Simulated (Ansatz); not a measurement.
Band structure of Ca3In (Fm-3m, 4 atoms in the cell).

```yaml
crystal:
  lattice:
    - [0.00000, 4.03612, 4.03612]
    - [4.03612, 0.00000, 4.03612]
    - [4.03612, 4.03612, 0.00000]
  atoms:
    - { symbol: Ca, position: [0.25000, 0.25000, 0.25000] }
    - { symbol: Ca, position: [0.75000, 0.75000, 0.75000] }
    - { symbol: Ca, position: [0.50000, 0.50000, 0.50000] }
    - { symbol: In, position: [0.00000, 0.00000, 0.00000] }
```

Method of the run: LDA (PW92), PAW files made with PBE (plane waves; Ansatz, a first-principles code).

Settings: kpoints.mp_grid.grid = 5 5 5; hamiltonian.xc = lda; hamiltonian.pseudopotentials = {kind: paw} (the program's default PAW files); scf.occupations.method = fermi_dirac; scf.occupations.width = 0.1 eV; kpoints.band_path.npoints = 8.

The starting cell comes from a database of computed structures (which also holds hypothetical and non-ambient phases and stackings), without a prior relaxation at this level.

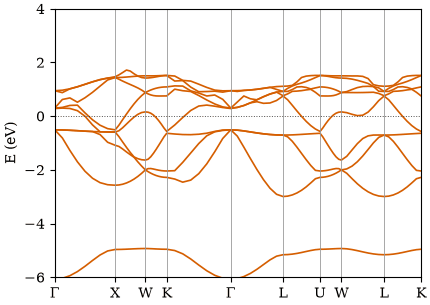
Fig. 1. Bands along the path, energies from the Fermi level.

Levels in eV from the Fermi level, bands 18 to 25:
```tsv
point	18	19	20	21	22	23	24	25
Γ	-6.07	-0.51	-0.51	-0.51	0.28	0.30	0.30	0.94
X	-4.97	-2.57	-1.09	-0.59	-0.59	-0.51	1.43	1.43
W	-4.93	-2.00	-2.00	-1.64	0.16	0.88	0.88	1.41
K	-4.96	-2.28	-2.04	-0.64	-0.57	0.75	1.09	1.51
L	-5.16	-3.00	-0.71	-0.71	0.74	0.76	0.92	0.92
U	-4.96	-2.28	-2.04	-0.64	-0.57	0.75	1.09	1.51
```

Bands cross the Fermi level along this path, so the cell is metallic at this level.

Keys are those of Ansatz 0.2.
